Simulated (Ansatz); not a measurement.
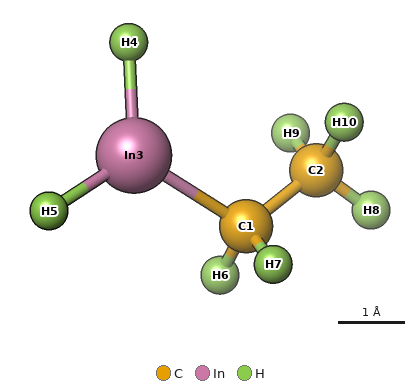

Fig. 1: The structure as given in the input (ball-and-stick view, seen at a tilt; atoms are numbered from 1 in the order of the input). Sticks mark near contacts.

## What a change does: single-point calculation on C2H7In

System: C2H7In.
Method of run 1: RKS PBE0-D4/def2-TZVP (Ansatz 0.2.0).

The geometry comes from this level: r2SCAN-D4/def2-SVP. Text and figures count atoms from 1; the logs count them from 0 in places.

## The input, run 1
```yaml
crystal:
  periodic: [false, false, false]
  atoms:
    - {symbol: C, position_ang: [-0.492723, -0.233868, 0.447839]}
    - {symbol: C, position_ang: [-0.270111, -1.120325, -0.775229]}
    - {symbol: In, position_ang: [0.747652, 1.559949, 0.556051]}
    - {symbol: H, position_ang: [1.906195, 1.899455, -0.696886]}
    - {symbol: H, position_ang: [0.598012, 2.660714, 1.893318]}
    - {symbol: H, position_ang: [-1.542529, 0.107153, 0.508871]}
    - {symbol: H, position_ang: [-0.317271, -0.793725, 1.385007]}
    - {symbol: H, position_ang: [-0.928796, -2.007517, -0.767747]}
    - {symbol: H, position_ang: [-0.467448, -0.581690, -1.717026]}
    - {symbol: H, position_ang: [0.767031, -1.490136, -0.834218]}
basis:
  gaussian: {orbitals: def2-TZVP, initial_orbitals: start.molden}
hamiltonian: {xc: pbe0, dispersion: d4}
scf: {omitted_lower_state_checks: [starts]}
output: {orbitals: {seedname: orbitals}}
```

Command:
```bash
ansatz run in.yaml --threads 2 --pin off --events-out ev --progress --plain --max-ram 4352MiB
```

Hardware: 2 threads of Arm Neoverse V1, 23 GiB of memory available, shared host.

## Output (run 1)
```
Functional definition: PBE0
  parameter a = 0.25
  parameter kappa = 0.804
  parameter beta = 0.06672455060314922
  exchange = (1 - a)*pbe_x(kappa = kappa, mu = beta*pi^2/3) + a*exact_x
  correlation = pbe_c(beta = beta)
these checks for a lower state are left out or cut short: starts
1149 factors; their error is unknown
mean field evaluation 1: about -7357.9711 eV, gradient 6.6e1 eV
mean field evaluation 2: about -7359.1141 eV, gradient 1.3e0 eV
mean field evaluation 4: about -7359.1541 eV, gradient 4.1e-1 eV
mean field evaluation 8: about -7359.1543 eV, gradient 1.3e-5 eV
mean field -7359.15432782 eV, -270.4439333334 hartree, gradient 1.3e-5 eV, S^2 0.000000; 0 other end points of the search recorded, 0 dependent functions left out
reference -7359.15437184 eV, -270.4439349510 hartree; 20, 20 occupied and 134, 134 virtual orbitals, 1149 factors
Total energy: -7359.28889933 eV, -270.4488787450 hartree
Checks for a lower state left out: starts
```

For run 2 the input was changed thus:
```diff
-hamiltonian: {xc: pbe0, dispersion: d4}
+correlation: {method: ccsd_t}
```

What does this change do to the results?

The total energies belong to different models, so their difference says nothing on which is more stable or more accurate. The HOMO goes from −7.07 to −9.69 eV. The LUMO goes from −1.56 to 0.74 eV. On the same kind of shared host run 2 took about 14 times as long.

## Output (run 2)
```
Functional definition: HF
  exchange = exact_x
  correlation = 0
these checks for a lower state are left out or cut short: starts
1229 factors; integrals over basis functions are off by at most 1.2e-3 eV
mean field evaluation 1: about -7319.4357 eV, gradient 1.8e1 eV
mean field evaluation 2: about -7320.0096 eV, gradient 5.4e-1 eV
mean field evaluation 4: about -7320.0768 eV, gradient 2.1e-3 eV
mean field evaluation 8: about -7320.0768 eV, gradient 7.1e-7 eV
mean field -7320.07680105 eV, -269.0078607124 hartree, gradient 6.9e-7 eV, S^2 0.000000; 0 other end points of the search recorded, 0 dependent functions left out
6 core orbitals not correlated: weight in the atoms' cores, before any rotation towards them, 1.000 or more for the frozen orbitals, at most 0.000 for the correlated occupied ones
reference -7320.07680105 eV, -269.0078607124 hartree; 14, 14 occupied and 134, 134 virtual orbitals, 1229 factors
second order -17.32149807 eV of doubles, -0.00000000 eV of singles
cycle   1  -17.69506184 eV  change   -3.7e-1 eV  update   9.6e-2
cycle   2  -18.18613150 eV  change   -4.9e-1 eV  update   2.8e-2
cycle   3  -18.25530325 eV  change   -6.9e-2 eV  update   1.2e-2
cycle   4  -18.24961204 eV  change    5.7e-3 eV  update   3.0e-3
cycle   5  -18.24904897 eV  change    5.6e-4 eV  update   1.0e-3
cycle   6  -18.24888624 eV  change    1.6e-4 eV  update   2.9e-4
cycle   7  -18.24881054 eV  change    7.6e-5 eV  update   9.5e-5
cycle   8  -18.24882598 eV  change   -1.5e-5 eV  update   3.1e-5
perturbative correction -0.59993692 eV, -0.0220472751 hartree
Total energy: -7338.92556396 eV, -269.7005399730 hartree
Checks for a lower state left out: starts
```

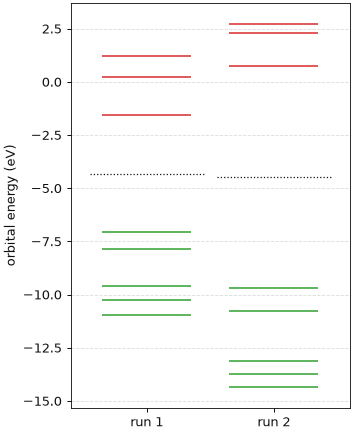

Fig. 2: The five highest filled and three lowest empty orbital energies of the two runs; the dotted lines part filled from empty levels. The HOMO–LUMO gap is 5.51 eV in run 1 and 10.43 eV in run 2.

## The two runs side by side

```tsv
quantity	run 1	run 2
outcome	converged	converged
total energy (hartree)	−270.448879	−269.700540
HOMO (eV)	−7.07	−9.69
LUMO (eV)	−1.56	0.74
basis functions	154	154
wall time (shared host)	2.7 s	37 s
```
